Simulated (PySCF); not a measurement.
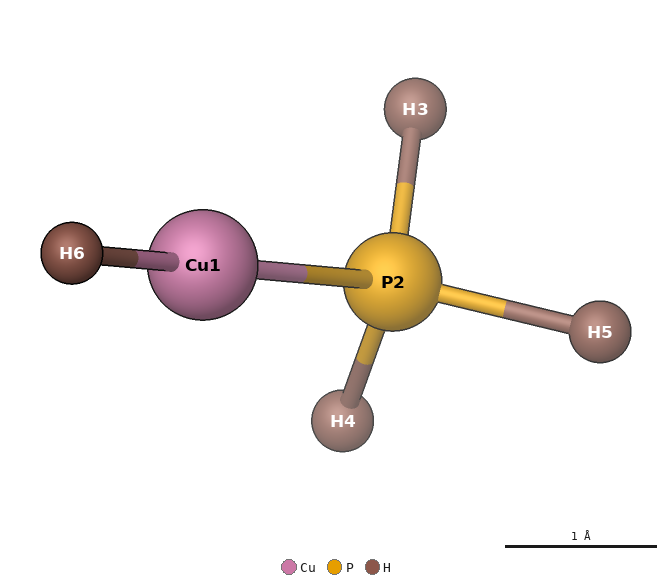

Orthographic view. Atoms fade into the background with distance from the viewer. The species is neutral and a spin singlet. The computed structure is the end point of a PBE0-D3(BJ)/def2-SVP optimisation. No frequency run is at hand to confirm it as a minimum.

Give the geometry as a Z-matrix, atoms in numerical order, with these reference atoms: 2 to 1; 3 to 2, 1; 4 to 2, 3, 1; 5 to 2, 4, 3; 6 to 1, 4, 2.

```
Cu 
P    1   2.226
H    2   1.420   1   119.8
H    2   1.420   3    97.4   1   130.5
H    2   1.420   4    97.4   3   -98.5
H    1   1.525   4   157.0   2   179.6
```
